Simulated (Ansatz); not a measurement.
# Fields on a plane of Hf (hcp, Mg type)

```
Hf
1.0
    3.20421     0.00000     0.00000
   -1.60210     2.77493     0.00000
    0.00000     0.00000     5.06906
Hf
2
Cartesian
  0.00000   1.84995   3.80179
  1.60210   0.92498   1.26726
```

The slice is a (-1 1 0 2) plane (indices of the conventional cell) through the point (0.667, 0.333, 0.250) (fractional), spanned by u = [110] and v = [1 -1 1] in vectors of this cell: u (3.20 Å) and v (7.52 Å, at 90° to u). It covers one period; positions are fractions (u, v).

Atoms on it: Hf at (0.00, 0.00). Other atoms lie within 1 Å of the plane.

All values below come from PBE (plane waves to 420 eV, PAW, scalar-relativistic; Ansatz, a first-principles code). k mesh 17×17×9. Near the nuclei the fields are pseudised (PAW); where an atom keeps semicore shells as valence, they peak there. Hf is run without spin polarisation. Hf was relaxed with its symmetry unable to fall. Spin-orbit coupling is left out, though Hf is heavy.

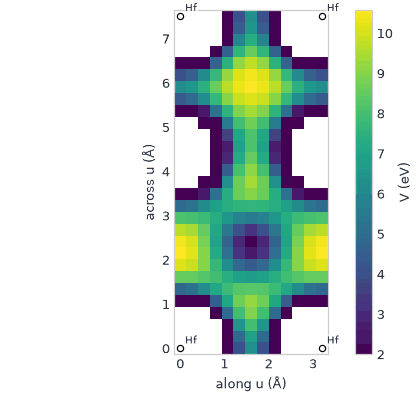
Figure. Electrostatic potential energy of an electron, from the cell's mean, in eV, one period of the plane, atoms marked. Points within 1 Å of a nucleus are left white, as the pseudised field means little there. Values under 2 eV are set to 2. The zero, the cell's mean, hangs on the PAW cores.

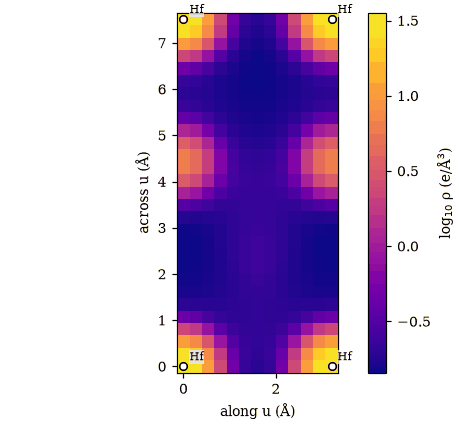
Log₁₀ of the valence density in e/Å³, one period of the plane, atoms marked. The scale is logarithmic, as a density can span decades between atoms and voids.

The density on the Hf–Hf line (3.20 Å) at its midpoint is 0.19 e/Å³ and the ELF at that point comes out as 0.29.
